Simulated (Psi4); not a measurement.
# Si3H8 (SMILES [SiH3][SiH2][SiH3]) at wB97X-V/6-31G(d) (spherical functions)

What is the vertical singlet–triplet gap of Si3H8 at wB97X-V/6-31G* (spherical functions)? 

The results are computed with Psi4 1.11.

### 1 The molecule

Si3H8 has 11 atoms, charge 0, and is taken as a singlet. As SMILES, `[SiH3][SiH2][SiH3]`. The coordinates come from a PBE0-D4/def2-TZVP relaxation.

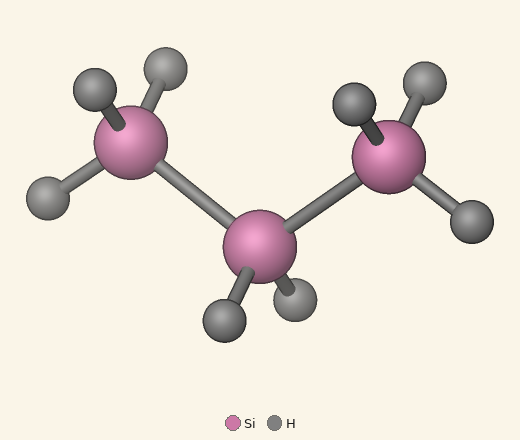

Viewed from a chosen angle; silicon pink, hydrogen grey.

### 2 The energy at wB97X-V/6-31G(d) (spherical functions)

h8si3.inp

```
memory 2.2 GB

molecule {
  Si
  Si 1 2.338317
  Si 2 2.338307 1 110.38789
  H 1 1.487629 2 111.23392 3 179.99075
  H 1 1.487755 4 108.71795 2 121.00163
  H 1 1.487749 4 108.71749 5 117.98517
  H 2 1.490174 3 109.57709 1 120.7585
  H 2 1.490176 7 108.11022 1 119.37557
  H 3 1.487758 2 109.78916 7 -179.46986
  H 3 1.487756 9 108.53752 2 120.00969
  H 3 1.487625 10 108.71757 9 -118.09868
  symmetry c1
}

set {
  basis 6-31G*
  puream true
  e_convergence 1e-09
  d_convergence 1e-08
  scf_type pk
  dft_radial_points 99
  dft_spherical_points 590
}

E, wfn = energy("wb97x-v", return_wfn=True)
```

Started as:

```bash
$ psi4 -i h8si3.inp -o h8si3.out -n 1
```

h8si3.out:

```text
[...]
  Running in c1 symmetry.
[...]
  Nuclear repulsion =  193.117816004101229
[...]
  Multiplicity = 1
[...]
  Nalpha       = 25
  Nbeta        = 25
[...]
    Number of basis functions: 70
[...]
   @RKS iter   1:  -873.04431203818979   -8.08988e-01   2.27024e-03 DIIS/ADIIS
[...]
   @RKS iter  10:  -873.07332114303108   -1.47793e-12   1.63713e-09 DIIS
[...]
    Orbital Energies [Eh]
    ---------------------
    Doubly Occupied:
       1A    -66.123978     2A    -66.123969     3A    -66.120410
       4A     -5.383840     5A     -5.383819     6A     -5.380661
       7A     -3.732857     8A     -3.732852     9A     -3.732841
      10A     -3.732833    11A     -3.732727    12A     -3.732713
      13A     -3.729763    14A     -3.729526    15A     -3.729450
      16A     -0.709243    17A     -0.660506    18A     -0.605099
      19A     -0.478138    20A     -0.465158    21A     -0.453471
      22A     -0.452617    23A     -0.436797    24A     -0.403715
      25A     -0.374926
[...]
  @RKS Final Energy:  -873.07332114303108
   => Energetics <=
    Nuclear Repulsion Energy =            193.1178160041012291
    One-Electron Energy =               -1593.2336677972721191
    Two-Electron Energy =                 575.3806438243657340
    DFT Exchange-Correlation Energy =     -48.5426714034831903
    Empirical Dispersion Energy =           0.0000000000000000
    VV10 Nonlocal Energy =                  0.2045582292571637
    Total Energy =                       -873.0733211430310803
[...]
 Multipole Moments:
 ------------------------------------------------------------------------------------
     Multipole            Electronic (a.u.)      Nuclear  (a.u.)        Total (a.u.)
 ------------------------------------------------------------------------------------
 L = 1.  Multiply by 2.5417464519 to convert [e a0] to [Debye]
 Dipole X            :          0.0002908           -0.0002493            0.0000416
 Dipole Y            :          0.6933049           -0.6689757            0.0243292
 Dipole Z            :          0.4819738           -0.4650621            0.0169117
 Magnitude           :                                                    0.0296297
[...]
```

It took 4.9 min on 1 thread of Intel Xeon Platinum 8259CL at 2.50GHz (Skylake/Cascade Lake), shared host; peak memory 1.3 GiB.

### 3 The triplet

calc.dat

```
memory 2.2 GB

molecule m {
  0 3
  Si    -1.292570     1.366730    -0.525270
  Si    -0.462570    -0.807300    -0.296320
  Si     1.631930    -0.774400     0.742750
  H     -2.625850     1.367720    -1.185120
  H     -0.354030     2.180440    -1.344070
  H     -1.422540     2.000090     0.814640
  H     -0.343400    -1.440160    -1.640160
  H     -1.410380    -1.620800     0.516390
  H      1.515950    -0.154940     2.090430
  H      2.583820     0.031780    -0.068050
  H      2.179610    -2.149160     0.894770
  units angstrom
  symmetry c1
}

set {
  basis 6-31G*
  reference uks
  puream true
  e_convergence 1e-09
  d_convergence 1e-08
  scf_type pk
  dft_radial_points 99
  dft_spherical_points 590
  maxiter 100
}

E, wfn = energy("wb97x-v", return_wfn=True)
```

Started as:

```bash
$ psi4 calc.dat calc.out -n 1
```

calc.out:

```text
[...]
  Running in c1 symmetry.
[...]
  Nuclear repulsion =  193.117837117706443
[...]
  Multiplicity = 3
[...]
  Nalpha       = 26
  Nbeta        = 24
[...]
    Number of basis functions: 70
[...]
   @UKS iter   1:  -872.79680436183912   -5.61479e-01   2.16950e-03 DIIS/ADIIS
[...]
   @UKS iter  15:  -872.82925744209342   -4.88853e-12   6.23810e-09 DIIS
[...]
   @S^2 Observed:                2.004095023E+00
[...]
    Orbital Energies [Eh]
    ---------------------
    Alpha Occupied:
       1A    -66.155448     2A    -66.142579     3A    -66.142570
       4A     -5.412897     5A     -5.401066     6A     -5.401047
       7A     -3.768437     8A     -3.759743     9A     -3.759066
      10A     -3.753977    11A     -3.753969    12A     -3.748598
      13A     -3.748596    14A     -3.748417    15A     -3.748412
      16A     -0.739926    17A     -0.680914    18A     -0.623660
      19A     -0.492919    20A     -0.482549    21A     -0.465996
      22A     -0.462705    23A     -0.449967    24A     -0.429405
      25A     -0.427165    26A     -0.129695
    Alpha Virtual:
[...]
  @UKS Final Energy:  -872.82925744209342
   => Energetics <=
    Nuclear Repulsion Energy =            193.1178371177064435
    One-Electron Energy =               -1592.1545503880679462
    Two-Electron Energy =                 574.5164154154526841
    DFT Exchange-Correlation Energy =     -48.5129770428655931
    Empirical Dispersion Energy =           0.0000000000000000
    VV10 Nonlocal Energy =                  0.2040174556811033
    Total Energy =                       -872.8292574420934216
[...]
 Multipole Moments:
 ------------------------------------------------------------------------------------
     Multipole            Electronic (a.u.)      Nuclear  (a.u.)        Total (a.u.)
 ------------------------------------------------------------------------------------
 L = 1.  Multiply by 2.5417464519 to convert [e a0] to [Debye]
 Dipole X            :         -0.3792285            0.3860525            0.0068240
 Dipole Y            :         -0.6618006            0.6736078            0.0118072
 Dipole Z            :         -0.2428995            0.2470364            0.0041369
 Magnitude           :                                                    0.0142510
[...]
```

It took 7.6 min on 1 thread of Intel Xeon Platinum 8259CL at 2.50GHz (Skylake/Cascade Lake), shared host; peak memory 1.3 GiB.

### 4 Summary of results

Level: wB97X-V/6-31G* (spherical functions).

```
                                        quantity          value
                           singlet: total energy  -873.07332 Eh
                          singlet: dipole moment         0.08 D
                            singlet: HOMO energy      -10.20 eV
                            singlet: LUMO energy        2.15 eV
                          singlet: HOMO–LUMO gap       12.35 eV
                           triplet: total energy  -872.82926 Eh
                          triplet: dipole moment         0.04 D
     triplet: HOMO energy (highest over α and β)       -3.53 eV
                                   triplet: ⟨S²⟩          2.004
vertical energy of the triplet above the singlet       6.641 eV
```

In words: At this shape the triplet lies 6.64 eV (641 kJ/mol) above the singlet.
